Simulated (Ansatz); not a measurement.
# BSiH4O2F (SMILES OB(F)O[SiH3]): levels of theory compared

Wanted: a comparison of 6 runs (HF/3-21G, B2PLYP/6-31G*, B3LYP/6-31G*, HSE06/6-31G*, MP2/6-31G*) of BSiH4O2F. 

The calculation is run with Ansatz 0.2.0.

129 further runs of the same task are left out: 1 that didn't finish, 128 set aside as unsound or not needed.

## (1) The molecule

BSiH4O2F has 9 atoms, charge 0, and is taken as a singlet. As SMILES, `OB(F)O[SiH3]`. The Si5–H8 distance was set to 2.225 Å, away from the relaxed value. At this shape a bond of the SMILES string is far longer than usual.

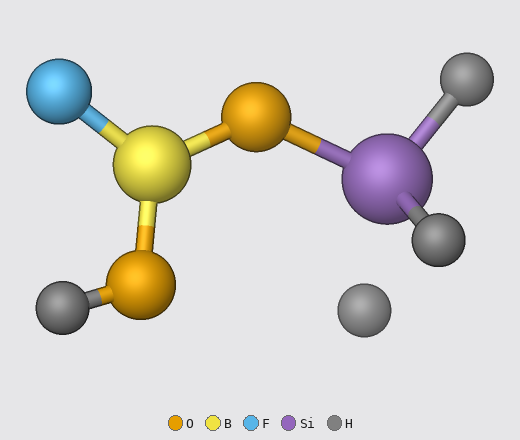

The structure, seen from a chosen angle (oxygen amber, boron yellow, fluorine blue, silicon purple, hydrogen grey).

## (2) The energy at HF/3-21G (run 1)

Contents of in.yaml:

```yaml
crystal:
  periodic: [false, false, false]
  atoms:
    - symbol: O
      position_ang: [-1.224272, 0.713041, 1.005366]
    - symbol: B
      position_ang: [-0.005572, 1.313441, 0.964066]
    - symbol: F
      position_ang: [0.112528, 2.607141, 1.269266]
    - symbol: O
      position_ang: [1.098728, 0.623241, 0.617566]
    - symbol: Si
      position_ang: [1.324028, -0.958559, 0.186366]
    - symbol: H
      position_ang: [-1.932672, 1.306241, 1.265466]
    - symbol: H
      position_ang: [2.771728, -1.117559, -0.079534]
    - symbol: H
      position_ang: [0.154500, -1.427600, -1.647800]
    - symbol: H
      position_ang: [0.908028, -1.854659, 1.293166]
basis:
  gaussian:
    orbitals: 3-21G.json
hamiltonian:
  xc: hf
accuracy: high
output: {orbitals: {seedname: orbitals}}
```

The basis set 3-21G is read from a file made from the Basis Set Exchange's data (not shown).

Launch:

```sh
$ ansatz run in.yaml --threads 1 --pin off --max-ram 3480MiB --events-out events.jsonl --progress --plain --runs-dir runs
```

What it wrote:

```text
Warning: RAYON_NUM_THREADS=1 ignored (pool sized by the plan → 1); use --threads N
Functional definition: HF
  name "HF"
  exchange = exact_x
  correlation = 0
1292 factors; integrals over basis functions are off by at most 9.1e-9 eV
mean field evaluation 1: about -15295.2127 eV, gradient 4.0e1 eV
mean field evaluation 2: about -15295.5373 eV, gradient 4.1e1 eV
mean field evaluation 4: about -15298.6089 eV, gradient 2.2e0 eV
mean field evaluation 8: about -15298.6465 eV, gradient 2.0e-1 eV
mean field evaluation 16: about -15298.6467 eV, gradient 4.1e-8 eV
mean field -15298.64668542 eV, -562.2148958939 hartree, gradient 4.1e-8 eV, S^2 0.000000; 0 other end points of the search recorded, 0 dependent functions left out
reference -15298.64668542 eV, -562.2148958939 hartree; 24, 24 occupied and 33, 33 virtual orbitals, 1292 factors
Total energy: -15298.64668542 eV, -562.2148958939 hartree
```

It took 0.5 s on 1 thread of Intel Xeon 6975P-C (Granite Rapids), shared host; peak memory 0.15 GiB.

## (3) The energy at B2PLYP/6-31G(d) (spherical functions) (run 2)

Contents of input.yaml:

```yaml
crystal:
  periodic: [false, false, false]
  atoms:
    - {symbol: O, position_ang: [-1.224272, 0.713041, 1.005366]}
    - {symbol: B, position_ang: [-0.005572, 1.313441, 0.964066]}
    - {symbol: F, position_ang: [0.112528, 2.607141, 1.269266]}
    - {symbol: O, position_ang: [1.098728, 0.623241, 0.617566]}
    - {symbol: Si, position_ang: [1.324028, -0.958559, 0.186366]}
    - {symbol: H, position_ang: [-1.932672, 1.306241, 1.265466]}
    - {symbol: H, position_ang: [2.771728, -1.117559, -0.079534]}
    - {symbol: H, position_ang: [0.154500, -1.427600, -1.647800]}
    - {symbol: H, position_ang: [0.908028, -1.854659, 1.293166]}
basis:
  gaussian: {orbitals: 6-31G_st_-spherical.json}
hamiltonian: {xc: {name: B2PLYP}}
correlation: {frozen_orbitals: {B: 1, F: 1, H: 0, O: 1, Si: 5}}
accuracy: high
output: {orbitals: {seedname: orbitals}}
```

The basis set 6-31G* is read from a file made from the Basis Set Exchange's data (not shown).

Launch:

```sh
$ ansatz run input.yaml --threads 1 --pin off --max-ram 3480MiB --events-out events.jsonl --progress --plain --runs-dir runs
```

What it wrote, shortened:

```text
Warning: RAYON_NUM_THREADS=1 ignored (pool sized by the plan → 1); use --threads N
Functional definition: B2PLYP
  name "B2PLYP"
[...]
1874 factors; integrals over basis functions are off by at most 3.6e-9 eV
[...]
mean field -15416.25857519 eV, -566.5370531228 hartree, gradient 2.7e-8 eV, S^2 0.000000; 0 other end points of the search recorded, 0 dependent functions left out
9 core orbitals not correlated: weight in the atoms' cores, before any rotation towards them, 1.000 or more for the frozen orbitals, at most 0.000 for the correlated occupied ones
reference -15416.25860025 eV, -566.5370540440 hartree; 15, 15 occupied and 58, 58 virtual orbitals, 1874 factors
second order -22.48812590 eV of doubles, -0.00000000 eV of singles
Total energy: -15422.33039425 eV, -566.7601883576 hartree
```

Run time: 5.7 s. Hardware: 1 thread of Intel Xeon 6975P-C (Granite Rapids), shared host; peak memory 0.29 GiB.

Runs 3 to 5 aren't shown in full; the table further down has their settings and results.

## (4) A single-point energy at MP2/6-31G(d) (spherical functions) (run 6)

Contents of run.yaml:

```yaml
crystal:
  periodic: [false, false, false]
  atoms:
    - {symbol: O, position_ang: [-1.224272, 0.713041, 1.005366]}
    - {symbol: B, position_ang: [-0.005572, 1.313441, 0.964066]}
    - {symbol: F, position_ang: [0.112528, 2.607141, 1.269266]}
    - {symbol: O, position_ang: [1.098728, 0.623241, 0.617566]}
    - {symbol: Si, position_ang: [1.324028, -0.958559, 0.186366]}
    - {symbol: H, position_ang: [-1.932672, 1.306241, 1.265466]}
    - {symbol: H, position_ang: [2.771728, -1.117559, -0.079534]}
    - {symbol: H, position_ang: [0.154500, -1.427600, -1.647800]}
    - {symbol: H, position_ang: [0.908028, -1.854659, 1.293166]}
basis:
  gaussian:
    orbitals: 6-31G_st_-spherical.json
total_charge: 0
correlation:
  method: mp2
  frozen_orbitals: {B: 1, F: 1, H: 0, O: 1, Si: 5}
accuracy: high
```

The basis set 6-31G* is read from a file made from the Basis Set Exchange's data (not shown).

Launch:

```sh
$ ansatz run run.yaml --threads 1 --pin off --max-ram 3480MiB --events-out events.jsonl --progress --plain --runs-dir runs
```

What it wrote:

```text
Warning: RAYON_NUM_THREADS=1 ignored (pool sized by the plan → 1); use --threads N
[... 4 set-up lines as earlier in the session ...]
1874 factors; integrals over basis functions are off by at most 3.6e-9 eV
mean field evaluation 1: about -15376.7014 eV, gradient 4.3e1 eV
mean field evaluation 2: about -15376.7850 eV, gradient 4.3e1 eV
mean field evaluation 4: about -15380.3530 eV, gradient 2.9e0 eV
mean field evaluation 8: about -15380.3875 eV, gradient 2.3e-1 eV
mean field -15380.38768628 eV, -565.2188222695 hartree, gradient 9.0e-8 eV, S^2 0.000000; 0 other end points of the search recorded, 0 dependent functions left out; unrestricted orbitals would lower it
mean field evaluation 16: about -15380.3243 eV, gradient 3.5e0 eV
9 core orbitals not correlated: weight in the atoms' cores, before any rotation towards them, 1.000 or more for the frozen orbitals, at most 0.000 for the correlated occupied ones
reference -15380.38768628 eV, -565.2188222695 hartree; 15, 15 occupied and 58, 58 virtual orbitals, 1874 factors
second order -18.36573744 eV of doubles, -0.00000000 eV of singles
Total energy: -15398.75342372 eV, -565.8937506716 hartree
```

Run time: 1.9 s. Hardware: 1 thread of Intel Xeon 6975P-C (Granite Rapids), shared host; peak memory 0.23 GiB.

## (5) Overview of the runs

```tsv
run	level	frozen core orbitals	Cartesian functions	energy (Eh)	HOMO energy (eV)	LUMO energy (eV)	HOMO–LUMO gap (eV)	wall time
1	HF/3-21G	–	no	-562.214896	-10.31	2.48	12.79	0.5 s
2	B2PLYP/6-31G* (spherical functions)	9	no	-566.760188	-8.66	0.38	9.04	5.7 s
3	B3LYP/6-31G* (spherical functions)	–	no	-567.157925	-7.48	-1.13	6.35	4.2 s
4	HSE06/6-31G* (spherical functions)	–	no	-566.699586	-7.32	-1.29	6.03	6 s
5	B3LYP/6-31G* (Cartesian functions)	–	yes	-567.163562	-7.49	-1.14	6.35	4.5 s
6	MP2/6-31G* (spherical functions)	9	no	-565.893751	–	–	–	1.9 s
```

## (6) Summary of results

```
                                          quantity          value
                               run 6: total energy  -565.89375 Eh
run 6: correlation energy (9 core orbitals frozen)     -674.9 mEh
```

In words: Over runs 1, 2, 3, 4, 5 the HOMO–LUMO gap runs from 6.03 eV (HSE06/6-31G*) to 12.79 eV (HF/3-21G). The two ends differ in method and basis. Totals of different functionals can't be ranked against each other. In run 6 the log says that unrestricted orbitals would lower the reference, so the values rest on an unstable closed-shell determinant (other closed-shell runs at this shape may share the fault). All runs together took 23 s, the longest 6 s.
